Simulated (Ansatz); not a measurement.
# How many bands does the GW gap of VBiO4 (Clinobisvanite) need?

How do accuracy and time trade against each other in G0W0 on VBiO4 (Clinobisvanite)?

Program: Ansatz 0.2.0. Level of theory: G0W0 on LDA, plane waves, PAW. Results are calculated unless marked as measured.

## (1) The starting structure

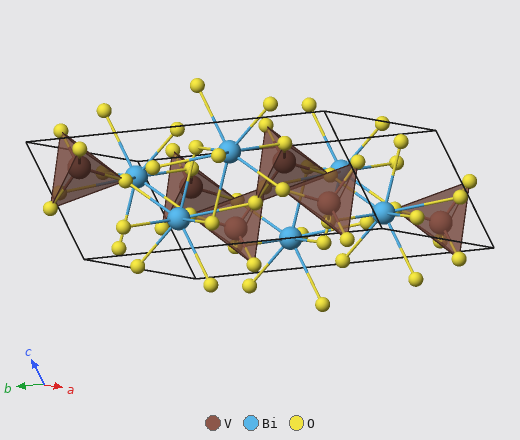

Start, viewed from a free direction; vanadium brown, bismuth blue, oxygen yellow. This picture shows the conventional cell, with its axes. Some periodic images of atoms are drawn too.

The cell and positions come from the Crystallography Open Database and are kept as given unless a step says otherwise. Spin-orbit coupling is left out unless a step names it. The default PAW set here is soft_2. Its files were made with PBE.

## (2) 139 empty bands, screening to 54 eV

Now the one-shot GW correction: screening in the RPA, then the self-energy of the levels asked for.

input.yaml reads:

```yaml
crystal:
  lattice:
    - [3.6235830947, -5.8486, 0.0]
    - [3.6235830947, 5.8486, 0.0]
    - [-3.5500110127, 0.0, 3.6473943918]
  atoms:
    - { symbol: V, position: [0.87, 0.13, 0.75] }
    - { symbol: V, position: [0.13, 0.87, 0.25] }
    - { symbol: Bi, position: [0.3665, 0.6335, 0.75] }
    - { symbol: Bi, position: [0.6335, 0.3665, 0.25] }
    - { symbol: O, position: [0.9383, 0.3547, 0.6388] }
    - { symbol: O, position: [0.6453, 0.0617, 0.8612] }
    - { symbol: O, position: [0.0617, 0.6453, 0.3612] }
    - { symbol: O, position: [0.3547, 0.9383, 0.1388] }
    - { symbol: O, position: [0.8113, 0.7099, 0.8796] }
    - { symbol: O, position: [0.2901, 0.1887, 0.6204] }
    - { symbol: O, position: [0.1887, 0.2901, 0.1204] }
    - { symbol: O, position: [0.7099, 0.8113, 0.3796] }
kpoints:
  mp_grid: { grid: [4, 4, 4] }
hamiltonian:
  xc: lda
scf:
  occupations: { method: fixed }
gw:
  n_empty_bands: 139
  ecut_chi: 54
  qp_bands: [v4, c4]
  qp_kpoints: band_edges
  screening: { model: contour_deformation }
```

The run is started by

```console
> ansatz run input.yaml --threads 3 --pin off --max-ram 92160MiB --backend cuda --events-out ev --progress --plain --runs-dir out --devices 1 --max-vram 13GiB  # rebuilt from the run's record
```

Numbers of over 12 decimals in the logs are rounded to 6 here.

The log of the run:

```text
GPUs: using 1 of 1 available (devices: 1).
Engine: ansatz 0.2.0, x86_64-unknown-linux-gnu
Pseudopotentials: kind: paw
Pseudopotential: V, paw, valence charge 13, recommended cutoff 420 eV (normal), V.paw.azcp
Pseudopotential: Bi, paw, valence charge 15, recommended cutoff 420 eV (normal), Bi.paw.azcp
Pseudopotential: O, paw, valence charge 6, recommended cutoff 420 eV (normal), O.paw.azcp
Functional definition: SPW92
  exchange = slater_x
  correlation = pw_c
device memory: the entry about to start is reckoned to put 3.1 GiB on a device that reports 63.8 GiB free (of which the cap on the GPU budget leaves the run 13.0 GiB)
GPU FFT provider: cuFFT
GPU libraries: cuBLAS 13.8.2, cuFFT 12.4.0, cuSOLVER 12.3.4
Crystal: 12 atoms, lattice volume = 154.598 Å³
Basis set: ecut = 420 eV, 3041 PW (Γ)
Bands: 64, of which v1, the nominal top of the filled ones, is band 52 counted from 1 (51 counted from 0)
Symmetry: 4 space group operations
Space group: C2/c (ITA 15), of the structure as read, at distance tolerance 5.4e-5 Å
k-points: 24 of 64
Non-local potential: V, projectors of the file, l = 0: 3, l = 1: 2, l = 2: 3, l = 3: 1
Non-local potential: Bi, projectors of the file, l = 0: 2, l = 1: 2, l = 2: 2, l = 3: 2
Non-local potential: O, projectors of the file, l = 0: 2, l = 1: 2, l = 2: 1
PAW form: soft (Blöchl's): semilocal exchange-correlation on the pseudo side does not see the compensation charge
PAW frozen core: V, regenerated for the run's functional, and the local potential with it (the file was generated under x = pbe(κ = 0.804, μ = 0.219515), c = pbe(β = 0.066725))
PAW frozen core: Bi, regenerated for the run's functional, and the local potential with it (the file was generated under x = pbe(κ = 0.804, μ = 0.219515), c = pbe(β = 0.066725))
PAW frozen core: O, regenerated for the run's functional, and the local potential with it (the file was generated under x = pbe(κ = 0.804, μ = 0.219515), c = pbe(β = 0.066725))
PAW one-centre angular grid: V, 590 points (default); XC on 64 Gauss nodes
PAW one-centre angular grid: Bi, 590 points (default); XC on 64 Gauss nodes
PAW one-centre angular grid: O, 110 points (default); XC on 64 Gauss nodes
Initial density: superposition of atomic densities (neutral atoms: chi_scale 0, normalization atom), corrected by the library's trained network
Initial wavefunctions: pseudopotential atomic-orbital guess
GPU buffer pool allocated for 82944 grid points (all kernels)
GPU transforms: local potential and band sums: pruned to the plane-wave sphere, on 45×45×36
Functional: x = slater, c = lda
SCF iter   1: F=—  HF=-34338.364183 eV  |F-HF|=—  |Δ(HF+E_count)|=         —  Δρ=1.90e-2  dr2=5.22e-1  ethr=1.77e-3  ⟨swp⟩=4.0  Hψ=4600  notcnv=0  defer=201
preconditioner: auto → Resta (q_TF=auto, 2.554 Å⁻¹)  ε∞=5.2  [insulator: Δε(μ)=2.130 eV  Ē_g=13.741 eV  n_scr=36 (ndim 8)  ℏωp=28.0 eV  f_vac=0.029  ε∞_Penn≈5.2]
SCF iter   2: F=—  HF=-34338.307555 eV  |F-HF|=—  |Δ(HF+E_count)|=   5.66e-2  Δρ=1.60e-2  dr2=4.22e-1  ethr=5.02e-4  ⟨swp⟩=2.1  Hψ=2413  notcnv=0  defer=214
SCF iter   3: F=—  HF=-34338.258270 eV  |F-HF|=—  |Δ(HF+E_count)|=   4.93e-2  Δρ=4.11e-3  dr2=2.72e-2  ethr=4.06e-4  ⟨swp⟩=2.0  Hψ=2000  notcnv=0  defer=205
SCF iter   4: F=—  HF=-34338.253283 eV  |F-HF|=—  |Δ(HF+E_count)|=   4.99e-3  Δρ=1.49e-3  dr2=2.34e-3  ethr=2.62e-5  ⟨swp⟩=2.0  Hψ=1967  notcnv=0  defer=240
SCF iter   5: F=—  HF=-34338.252851 eV  |F-HF|=—  |Δ(HF+E_count)|=   4.32e-4  Δρ=8.19e-4  dr2=1.05e-3  ethr=2.25e-6  ⟨swp⟩=2.0  Hψ=2014  notcnv=0  defer=240
SCF iter   6: F=—  HF=-34338.252694 eV  |F-HF|=—  |Δ(HF+E_count)|=   1.57e-4  Δρ=1.75e-4  dr2=3.79e-5  ethr=1.01e-6  ⟨swp⟩=2.0  Hψ=1869  notcnv=0  defer=194
SCF iter   7: F=—  HF=-34338.252700 eV  |F-HF|=—  |Δ(HF+E_count)|=   6.23e-6  Δρ=3.95e-5  dr2=2.16e-6  ethr=3.64e-8  ⟨swp⟩=2.5  Hψ=2608  notcnv=0  defer=194
SCF iter   8: F=—  HF=-34338.252701 eV  |F-HF|=—  |Δ(HF+E_count)|=   3.12e-7  Δρ=1.37e-5  dr2=3.38e-7  ethr=2.07e-9  ⟨swp⟩=2.2  Hψ=2163  notcnv=0  defer=194
SCF iter   9: F=-34338.252701 eV  HF=-34338.252701 eV  |F-HF|=1.59e-8  |Δ(HF+E_count)|=   4.33e-8  Δρ=3.82e-6  dr2=2.85e-8  ethr=9.62e-11  ⟨swp⟩=8.6  Hψ=5237  notcnv=0
SCF 1 converged in 9 iterations: F = -34338.252701 eV  dr2 = 2.85e-8
  greatest PAW one-centre occupation: 1.000 electrons in one spin orbital (limit 2), on the V atom at site 1 (counted from 0), in its partial waves of l = 0
device memory: the entry about to start is reckoned to put 3.1 GiB (of the 3.4 GiB reckoned in all, the device holds 0.3 GiB already) on a device that reports 65.0 GiB free (of which the cap on the GPU budget leaves the run 12.7 GiB)
NSCF: frozen V_eff on 24 k-points, pencils in batches of 32, up to order 256
the band table was solved once the SCF had ended and its energy, with any forces and stress, was formed, with the checks that follow a solve (5762 applications of the Hamiltonian). They found nothing against the state; the energy, forces and stress were not computed again (output.eigenvalues in the input reference)
device memory: the entry about to start is reckoned to put 4.2 GiB on a device that reports 59.2 GiB free (of which the cap on the GPU budget leaves the run 13.0 GiB)
NSCF: frozen V_eff on 24 k-points
G₀W₀ screening: q 1/24
[... further progress lines ...]
[...]
`?` marks the rows in doubt; gw_qp.tsv's column doubts and the gw_qp event give each row's grounds
    ik  band        ε_KS         Σx   Σc(E_QP)       V_xc       Z   E_QP_lin       E_QP  E_QP is
     0    49      7.1428   -23.6909     3.5872   -20.4413  0.7311     7.4783     7.4804  root
     0    50      7.4507   -25.2881     4.8453   -20.5770  0.7160     7.5846     7.5850  root
     0    51      7.5070   -25.6521     5.0493   -20.7314  0.7204     7.6352     7.6356  root
     0    52      7.6654   -25.7979     4.5765   -21.4595  0.7283     7.9025     7.9035  root
     0    53     10.6044   -15.8026    -5.4567   -23.1949  0.7310    12.6465    12.5400  root ?
     0    54     11.0442   -16.4836    -5.5633   -23.9966  0.7234    13.1159    12.9939  root ?
     0    55     11.3615   -17.1499    -5.9380   -25.0239  0.6981    13.4567    13.2974  root ?
     0    56     11.5448   -17.2217    -5.9405   -25.0574  0.6970    13.5925    13.4400  root ?
     1    49      7.1081   -25.3462     4.8510   -20.6593  0.7168     7.2717     7.2723  root
     1    50      7.2989   -25.4062     4.9356   -20.6037  0.7134     7.4315     7.4319  root
     1    51      7.5381   -25.6018     4.8380   -20.9393  0.7194     7.7130     7.7136  root
     1    52      8.0502   -24.2409     3.4577   -21.1894  0.7413     8.4541     8.4564  root
     1    53     10.6540   -15.7176    -5.3287   -22.8836  0.7305    12.5933    12.4913  root ?
     1    54     10.8111   -16.1907    -5.4909   -23.6149  0.7274    12.8535    12.7444  root ?
     1    55     11.0569   -15.9543    -5.3669   -23.1862  0.7230    13.0325    12.9220  root ?
     1    56     11.2191   -16.6714    -5.7249   -24.3265  0.7139    13.2858    13.1492  root ?
     2    49      7.2507   -25.2352     4.8101   -20.5875  0.7160     7.4127     7.4132  root
     2    50      7.2507   -25.2352     4.8101   -20.5875  0.7160     7.4127     7.4132  root
     2    51      7.7105   -24.4422     3.7559   -21.0066  0.7415     8.0292     8.0308  root
     2    52      7.7105   -24.4422     3.7559   -21.0066  0.7415     8.0292     8.0308  root
     2    53     10.9497   -16.4202    -5.5848   -23.8902  0.7147    12.9602    12.8349  root ?
     2    54     10.9497   -16.4202    -5.5848   -23.8902  0.7147    12.9602    12.8349  root ?
     2    55     11.2445   -15.8104    -5.4476   -23.1410  0.7275    13.2362    13.1275  root ?
     2    56     11.2445   -15.8104    -5.4476   -23.1410  0.7275    13.2362    13.1275  root ?
     3    49      7.2816   -25.4358     4.8566   -20.7424  0.7175     7.4444     7.4449  root
     3    50      7.3201   -25.0490     4.7456   -20.4379  0.7199     7.4543     7.4547  root
     3    51      7.4720   -25.5867     4.8056   -20.9623  0.7209     7.6525     7.6531  root
     3    52      7.7937   -24.3271     3.6567   -21.0415  0.7367     8.1627     8.1648  root
     3    53     10.6462   -15.9067    -5.4951   -23.3303  0.7308    12.6839    12.5748  root ?
     3    54     10.9867   -16.2613    -5.4874   -23.6548  0.7217    13.0111    12.8928  root ?
     3    55     11.1034   -16.6225    -5.7623   -24.2966  0.7090    13.1525    13.0152  root ?
     3    56     11.2274   -16.5137    -5.5123   -23.9230  0.7168    13.2473    13.1244  root ?
     4    49      7.1691   -25.3392     4.8650   -20.6228  0.7139     7.3173     7.3178  root
     4    50      7.2653   -25.4977     4.8780   -20.7770  0.7178     7.4221     7.4226  root
     4    51      7.6809   -25.2750     4.3354   -21.2038  0.7295     7.9439     7.9451  root
     4    52      8.0358   -24.6103     3.6654   -21.3168  0.7423     8.4056     8.4076  root
     4    53     10.4249   -15.5700    -5.3905   -22.8343  0.7310    12.3953    12.2986  root
     4    54     11.0664   -15.9582    -5.5109   -23.3554  0.7243    13.0659    12.9528  root ?
     4    55     11.1877   -16.0829    -5.4825   -23.4496  0.7234    13.1865    13.0720  root ?
     4    56     11.2374   -16.6354    -5.8339   -24.4153  0.7090    13.3257    13.1836  root ?
     5    49      7.1416   -25.1195     4.8367   -20.4256  0.7154     7.2840     7.2844  root
     5    50      7.3730   -25.3661     4.8428   -20.6756  0.7190     7.5249     7.5253  root
     5    51      7.5736   -25.3852     4.5378   -21.0806  0.7234     7.8059     7.8069  root
[...]
5    53     10.5822   -15.7382    -5.5342   -23.1551  0.7267    12.5746    12.4648  root ?
     5    54     10.8575   -15.5228    -5.3740   -22.7256  0.7281    12.7878    12.6862  root ?
     5    55     11.2181   -16.5882    -5.6507   -24.1802  0.7156    13.2875    13.1593  root ?
     5    56     11.3251   -16.3394    -5.4811   -23.7171  0.7242    13.3366    13.2216  root ?
[...]
6    53     10.6105   -15.5576    -5.4411   -22.8914  0.7333    12.6059    12.5032  root ?
[...]
22    49      7.2031   -25.1674     4.7623   -20.5507  0.7121     7.3483     7.3487  root
    22    50      7.2305   -25.3141     4.7152   -20.7767  0.7197     7.4077     7.4084  root
    22    51      7.6245   -25.0910     4.2374   -21.1279  0.7318     7.8975     7.8988  root
    22    52      7.6704   -25.1407     4.3189   -21.0859  0.7290     7.9334     7.9346  root
    22    53     10.6197   -16.0098    -5.4356   -23.3323  0.7253    12.6175    12.5065  root ?
    22    54     11.0765   -16.7247    -5.6953   -24.3370  0.7107    13.1257    12.9935  root ?
    22    55     11.2456   -16.7726    -5.9547   -24.6999  0.7073    13.3648    13.2182  root ?
    22    56     11.3148   -15.9197    -5.4979   -23.3035  0.7277    13.3105    13.2006  root ?
    23    49      7.2736   -25.3857     4.9999   -20.5100  0.7151     7.3975     7.3978  root
    23    50      7.2736   -25.3857     4.9999   -20.5100  0.7151     7.3975     7.3978  root
    23    51      7.8246   -24.5058     3.6711   -21.1868  0.7440     8.1748     8.1766  root
    23    52      7.8246   -24.5058     3.6711   -21.1868  0.7440     8.1748     8.1766  root
    23    53     11.0238   -16.6484    -5.7627   -24.3320  0.7084    13.0809    12.9447  root ?
    23    54     11.0238   -16.6484    -5.7627   -24.3320  0.7084    13.0809    12.9447  root ?
    23    55     11.2017   -15.8890    -5.4463   -23.2312  0.7282    13.2075    13.0977  root ?
    23    56     11.2017   -15.8890    -5.4463   -23.2312  0.7282    13.2075    13.0977  root ?
[key lines of the parts left out:]
SCF converged after 9 iterations
Free energy (F): -34338.252701 eV
Fermi energy:    8.072697 eV
```

Elapsed: 63 s, on 1 × NVIDIA H100 80GB HBM3 (shared by 6 runs) with 3 threads of AMD EPYC 7R13 (Zen 3), shared host; peak memory 1.4 GiB.

This step gave:

| Quantity | Value |
| --- | --- |
| bands summed | 191 |
| RPA ε∞ on this mesh (eigenvalues) | 6.062, 7.016, 7.443 |
| plane waves in the screening matrix | 131 |
| q-points in the mesh | 64 |
| G0W0 gap on the mesh | 3.797 eV |
| k of the valence top | 0.25, 0.25, 0 |
| k of the conduction bottom | 0, -0.5, -0.5 |
| starting gap on the mesh | 2.276 eV |
| Z at the valence top | 0.7426 |
| Z at the conduction bottom | 0.7298 |
| least direct G0W0 gap on the computed points | 3.819 eV |

The gap on the mesh goes from 2.28 eV to 3.80 eV, a correction of +1.52 eV. The program marks an edge row as in doubt. Between the two edge states, bare exchange in place of the xc potential would open the gap by 10.72 eV, and correlation takes back 9.20 eV.

## (3) 394 empty bands, screening to 108 eV

Bands and screening cutoff are moved together, since each hides the error of the other.

input.yaml: that of step 2 with these lines changed.

```diff
@@ -25,4 +25,4 @@
 gw:
-  n_empty_bands: 139
-  ecut_chi: 54
+  n_empty_bands: 394
+  ecut_chi: 108
   qp_bands: [v4, c4]
```

The log of the run:

```text
GPUs: using 1 of 1 available (devices: 1).
[...]
GPU FFT provider: cuFFT
GPU libraries: cuBLAS 13.8.2, cuFFT 12.4.0, cuSOLVER 12.3.4
Crystal: 12 atoms, lattice volume = 154.598 Å³
Basis set: ecut = 420 eV, 3041 PW (Γ)
Bands: 64, of which v1, the nominal top of the filled ones, is band 52 counted from 1 (51 counted from 0)
Symmetry: 4 space group operations
[...]
k-points: 24 of 64
[...]
GPU buffer pool allocated for 82944 grid points (all kernels)
[...]
SCF iter   1: F=—  HF=-34338.364183 eV  |F-HF|=—  |Δ(HF+E_count)|=         —  Δρ=1.90e-2  dr2=5.22e-1  ethr=1.77e-3  ⟨swp⟩=4.0  Hψ=4600  notcnv=0  defer=201
[...]
SCF iter   9: F=-34338.252701 eV  HF=-34338.252701 eV  |F-HF|=1.59e-8  |Δ(HF+E_count)|=   4.33e-8  Δρ=3.82e-6  dr2=2.85e-8  ethr=9.62e-11  ⟨swp⟩=8.6  Hψ=5237  notcnv=0
SCF 1 converged in 9 iterations: F = -34338.252701 eV  dr2 = 2.85e-8
[...]
NSCF: frozen V_eff on 24 k-points, pencils in batches of 32, up to order 256
[...]
NSCF: frozen V_eff on 24 k-points
G₀W₀ screening: q 1/24
[... further progress lines ...]
[...]
SCF converged after 9 iterations
Free energy (F): -34338.252701 eV
[...]
Internal energy: -34338.252701 eV  (E = F + TS)
E sigma→0 (E₀):  -34338.252701 eV
Fermi energy:    8.072697 eV
[...]
--- Band table (eV; the first three rows and the last of 24) ---
  k-point 0: bands = [... 48 lower, 7.1428, 7.4507, 7.5070, 7.6654, 10.6044, 11.0442, 11.3615, 11.5448, ... 8 higher]
  k-point 1: bands = [... 48 lower, 7.1081, 7.2989, 7.5381, 8.0502, 10.6540, 10.8111, 11.0569, 11.2191, ... 8 higher]
  k-point 2: bands = [... 48 lower, 7.2507, 7.2507, 7.7105, 7.7105, 10.9497, 10.9497, 11.2445, 11.2445, ... 8 higher]
  k-point 23: bands = [... 48 lower, 7.2736, 7.2736, 7.8246, 7.8246, 11.0238, 11.0238, 11.2017, 11.2017, ... 8 higher]
[...]
0    49      7.1428   -23.6909     3.2906   -20.4413  0.7243     7.1838     7.1839  root
     0    50      7.4507   -25.2881     4.6131   -20.5770  0.7079     7.3526     7.3528  root
     0    51      7.5070   -25.6521     4.8140   -20.7314  0.7127     7.4001     7.4003  root
     0    52      7.6654   -25.7979     4.3073   -21.4595  0.7205     7.6343     7.6344  root
     0    53     10.6044   -15.8026    -5.8718   -23.1949  0.7249    12.1790    12.1249  root
     0    54     11.0442   -16.4836    -5.9821   -23.9966  0.7166    12.6369    12.5751  root
     0    55     11.3615   -17.1499    -6.3517   -25.0239  0.6894    12.9710    12.8839  root
     0    56     11.5448   -17.2217    -6.3711   -25.0574  0.6881    13.0966    13.0094  root
[...]
23    53     11.0238   -16.6484    -6.1813   -24.3320  0.7003    12.5992    12.5262  root
    23    54     11.0238   -16.6484    -6.1813   -24.3320  0.7003    12.5992    12.5262  root
    23    55     11.2017   -15.8890    -5.8503   -23.2312  0.7217    12.7511    12.6937  root
    23    56     11.2017   -15.8890    -5.8503   -23.2312  0.7217    12.7511    12.6937  root
```

The job ended after 88 s (1 × NVIDIA H100 80GB HBM3 (shared by 6 runs) with 3 threads; peak memory 2.3 GiB).

Numbers from this step:

```
bands summed                                 : 446
RPA ε∞ on this mesh (eigenvalues)            : 5.991, 6.938, 7.350
plane waves in the screening matrix          : 401
q-points in the mesh                         : 64
G0W0 gap on the mesh                         : 3.684 eV
k of the valence top                         : 0.25, 0.25, 0
k of the conduction bottom                   : 0, -0.5, -0.5
starting gap on the mesh                     : 2.276 eV
Z at the valence top                         : 0.7346
Z at the conduction bottom                   : 0.7230
least direct G0W0 gap on the computed points : 3.710 eV
```

Against the run with 4×4×4 mesh, 139 empty bands, screening to 54 eV, the gap moves by −0.11 eV.

## (4) 847 empty bands, screening to 180 eV

input.yaml: that of step 3 with these lines changed.

```diff
@@ -25,4 +25,4 @@
 gw:
-  n_empty_bands: 394
-  ecut_chi: 108
+  n_empty_bands: 847
+  ecut_chi: 180.0
   qp_bands: [v4, c4]
```

The log of the run:

```text
GPUs: using 1 of 1 available (devices: 1).
[...]
GPU FFT provider: cuFFT
GPU libraries: cuBLAS 13.8.2, cuFFT 12.4.0, cuSOLVER 12.3.4
Crystal: 12 atoms, lattice volume = 154.598 Å³
Basis set: ecut = 420 eV, 3041 PW (Γ)
Bands: 64, of which v1, the nominal top of the filled ones, is band 52 counted from 1 (51 counted from 0)
Symmetry: 4 space group operations
[...]
k-points: 24 of 64
[...]
0    56     11.5448   -17.2217    -6.6273   -25.0574  0.6826    12.8118    12.7532  root
[...]
23    53     11.0238   -16.6484    -6.4066   -24.3320  0.6954    12.3493    12.3008  root
    23    54     11.0238   -16.6484    -6.4066   -24.3320  0.6954    12.3493    12.3008  root
    23    55     11.2017   -15.8890    -6.0720   -23.2312  0.7178    12.5108    12.4720  root
    23    56     11.2017   -15.8890    -6.0720   -23.2312  0.7178    12.5108    12.4720  root
[key lines of the parts left out:]
SCF converged after 9 iterations
Free energy (F): -34338.252701 eV
Fermi energy:    8.072697 eV
```

The job ended after 4.3 min (1 × NVIDIA H100 80GB HBM3 (shared by 6 runs) with 3 threads; peak memory 4.9 GiB).

Numbers from this step:

```yaml
bands_summed: 899
rpa_eps_infinity_on_this_mesh_eigenvalues: 5.945, 6.887, 7.292
plane_waves_in_the_screening_matrix: 841
g0w0_gap_on_the_mesh: 3.792 eV
k_of_the_valence_top: 0, 0, 0.25
k_of_the_conduction_bottom: 0, -0.5, -0.5
starting_gap_on_the_mesh: 2.276 eV
least_direct_g0w0_gap_on_the_computed_points: 3.816 eV
```

Against the run with 4×4×4 mesh, 394 empty bands, screening to 108 eV, the gap moves by +0.11 eV.

(Continued in part 2 of 2.)

[Paths, hosts, dates, memory and timing lines, banners, echoed tables and standing remarks are left out of the program output.]

[Logs are printed without paths, hosts, clocks, repeated set-up lines and the standing remarks that a program may print on its own settings, such as how far it seeks lower states.]

[Runs of the session that timed out or met a known fault of the program may be left out.]

[Cells called generated may have been cut or substituted from an entry of the Crystallography Open Database or the Materials Project.]

[Hosts, paths, dates, database ids (printed as entryN), source tags and the programs' standing remarks are cut or masked in the printed files.]
